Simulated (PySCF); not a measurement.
C₂H₆Mg, SMILES `C[Mg]C`.

Level of theory: PBE0/def2-SVPD (PySCF), at a geometry from GFN2-xTB. No frequency check shows the geometry to be a minimum. GFN2-xTB bond lengths at metals and heavier atoms can be off by up to 0.1 Å and shapes distorted, which carries into these values.

Cartesian coordinates (Å):

```
C1       2.1413   -0.0014    0.0002
Mg2     -0.0000    0.0021   -0.0003
C3      -2.1412   -0.0008    0.0008
H4       2.5436   -0.7228    0.7146
H5       2.5438    0.9778    0.2676
H6       2.5434   -0.2596   -0.9817
H7      -2.5434    0.9805    0.2614
H8      -2.5436   -0.7220    0.7153
H9      -2.5438   -0.2657   -0.9791
```

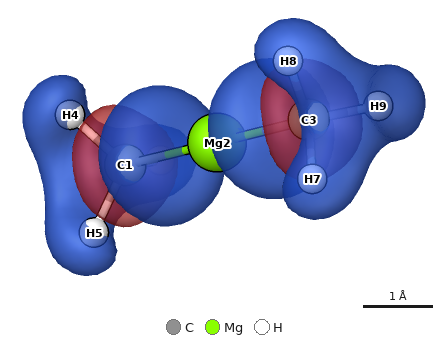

Fukui function f⁻ = ρ(N) − ρ(N−1) at fixed geometry, surfaces at ±0.02 e/Å³ (blue positive, red negative).

> On which atoms does the density change most on removal of an electron?

f⁻ (Hirshfeld-condensed) is largest on Mg2 (0.21) and C1 and C3 (0.18 each); the vertical ionisation energy is 8.47 eV. Condensed values hint at sites of electrophilic attack but needn't mark the atom that reacts. Shares this close don't rank the sites. Orbital relaxation makes it negative in places (0.15 e in all).

```
atom     f⁻  charge
  C1  +0.18   −0.33
 Mg2  +0.21   +0.62
  C3  +0.18   −0.33
  H4  +0.07   +0.01
  H5  +0.07   +0.01
  H6  +0.07   +0.01
  H7  +0.07   +0.01
  H8  +0.07   +0.01
  H9  +0.07   +0.01
```

Run time: 110 s on 1 thread of Intel(R) Xeon(R) Platinum 8259CL CPU @ 2.50GHz (Skylake/Cascade Lake), with other jobs on the host, peak memory 0.56 GiB.
